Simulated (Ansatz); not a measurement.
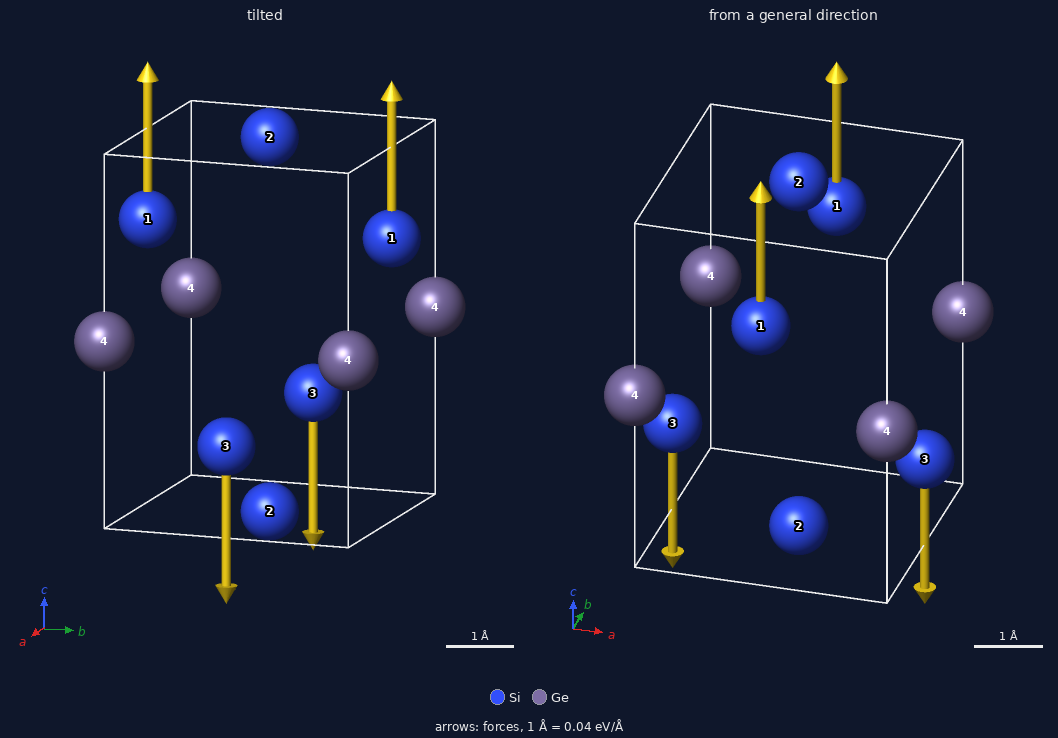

The figure gives a spheres-only picture of the atoms, viewed slightly off an axis and from a general direction. The wireframe shows the simulation cell. The arrows are the computed forces on the atoms.

System: Si3Ge. Method: DFT, PBE, plane waves, PAW in Ansatz; a kinetic-energy cutoff of 420 eV, a 6×6×6 grid in reciprocal space, Fermi-Dirac smearing of 0.02 eV, no spin polarisation.

Question: Would an optimiser stop at this geometry?

Answer: No. The atoms still feel forces of up to about 0.081 eV/Å, above a usual threshold of 0.01 to 0.03 eV/Å.

Question: Find the atom with the largest force.

Answer: Si1 and Si3, about 0.081 eV/Å.

The starting point was a structure type filled with these elements by a generator (whether the compound takes this form wasn't checked). The cell was then strained or its atoms displaced on purpose. A calculation with Ansatz used it as input.
